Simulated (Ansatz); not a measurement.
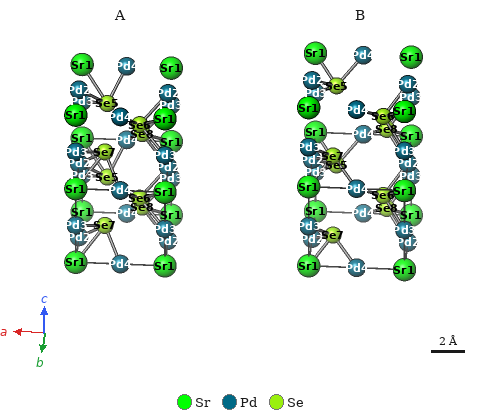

Two geometries of a crystal of SrPd$_{3}$Se$_{4}$ (built on the VCu3S4-215 type type), drawn at one scale. One is the start of a relaxation, the other its converged end. Style: ball-and-stick. Shown: the cell of the calculation, repeated 1 × 1 × 2 with one cell outlined, from a free direction.

Method: DFT, PBEsol, plane waves, PAW in Ansatz 0.2.0. Set-up: plane-wave cutoff 420 eV; k-point mesh 4 × 4 × 4; occupations fermi dirac; smearing width 0.03 eV; no spin polarisation; cell and atoms relaxed; force threshold 0.01 eV/Å; at most 120 steps.

**Which one is relaxed?**

Structure A is the relaxed one. The largest moves relative to the cell, 0.65 Å, are those of Se5, Se6, Se7 and Se8. Se5 goes along [−1 1 −1]. Pd and Sr stay in place. The volume changes by −19.4 %, with a = b = c 5.958 → 5.544 Å (−7.0 %). Among the contacts that change: Se5–Se6 4.431 → 3.057 Å, Sr1–Se5 2.447 → 2.929 Å, Sr1–Pd2 2.979 → 2.772 Å, Pd2–Se5 2.539 → 2.624 Å. Among the angles between lasting bonds that change: Se5–Pd2–Se8 103.8° → 131.4°, Pd2–Se5–Pd3 112.2° → 96.6°, Sr1–Se5–Pd2 73.4° → 59.6°. The space group stays P-43m (No. 215). Over 7 accepted moves (8 points after the start) the energy falls by 470 meV per atom. The largest force component goes from 2.5 to 0.0046 eV/Å. The pressure goes from 9.15 to 0.04 GPa. The SCF was repeated once at an unchanged geometry on a basis and grid sized afresh for the cell, which shifted the energy by 0.8 meV per atom at most. The run took 14 s on 4 threads of Intel(R) Xeon(R) 6975P-C (Granite Rapids), with other jobs on the host, peak memory 0.72 GiB.
